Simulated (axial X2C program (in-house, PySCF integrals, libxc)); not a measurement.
# MoSH: Ω levels from open-shell CI on d4 s1 p(π)0

Which Ω levels does MoSH have in the configuration d4 s1 p(π)0, and how far apart?

The runs use an in-house X2C program for linear molecules on PySCF integrals; two-component X2C, average-of-configuration Hartree–Fock and CI in the open shells.

All values are calculated.

**1. Input**

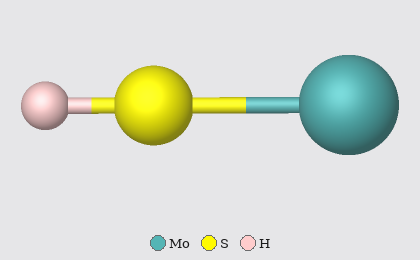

The atoms on one line, bonds 2.412 and 1.340 Å (molybdenum teal, sulfur yellow, hydrogen pink).

File task.json:

```json
{"zs": [42, 16, 1], "q": 0, "bas": ["dyall-v3z", "dyall-av3z", "dyall-v3z"], "r0": 2.41, "metal": 0, "shells": [[2, [0, 1, 2], 4], [0, [0], 1], [1, [1], 0]], "fix": 0, "emax": 3.2, "nroots": 4, "r2": 1.34}
```

Keys: zs atomic numbers; q charge; bas basis sets; r0 starting distance in Å; metal index of the metal atom; shells open shells as [l, |m| values, electrons]; fix electron count of the first shell held; emax energy window in eV; nroots roots for each Ω; r2 second bond in Å, held.

Run with:

```console
> python soci.py task.json out
```

Two-component X2C with atomic mean-field Coulomb and Gaunt terms, basis Mo dyall-v3z, S dyall-av3z, H dyall-v3z (cores contracted in-house). Orbitals come from Hartree–Fock averaged over the configuration Mo d4 s1 p(π)0; CI then distributes these electrons over the d, s, p(π) shells of Mo.

**2. CI at Mo–S–H held linear, bonds 2.412 and 1.340 Å (the second held)**

Before running it: what results should come out? Wanted: lowest level of the model; next level; lowest curve, Re and ωe.

**Answer**, as computed:

```
                 quantity                                   value
lowest level of the model  Ω = 1/2, g∥ = 2.00, 52% d4 s1 + 46% d5
               next level                 Ω = 3/2, 37 cm⁻¹ higher
  lowest curve, Re and ωe                     2.431 Å, 320.0 cm⁻¹
```

**Reading.** In the lowest level ⟨Sz⟩ = 0.50 and ⟨Lz⟩ = 0.00; its leading determinant has weight 0.05 among 649. From 2.412 to 2.243 Å the gap from the lowest to the fifth level goes from 2060 to 1734 cm⁻¹. Without dynamic correlation distances can be off by several hundredths of an Å, and the wavenumbers are rough. Dynamic correlation is missing, so gaps between terms are too wide and other configurations may lie lower; the lowest level listed is that of this model, not necessarily the ground state. For d shells the ligand-field splittings (σ, π, δ) and their order can be off by a thousand cm⁻¹ or more. At most 4 roots were kept for each Ω > 0 (twice that for Ω = 0) within 3.2 eV of the lowest, so higher up levels can be missing between those listed; levels with Ω > 0 are doubly degenerate and listed once, Ω = 0 levels singly. States that fill the shells left empty in the average are placed too high. The molecule was held linear; bending was not examined. Hydrosulfides and their kin are strongly bent in nature, so this linear model does not describe the real molecule.
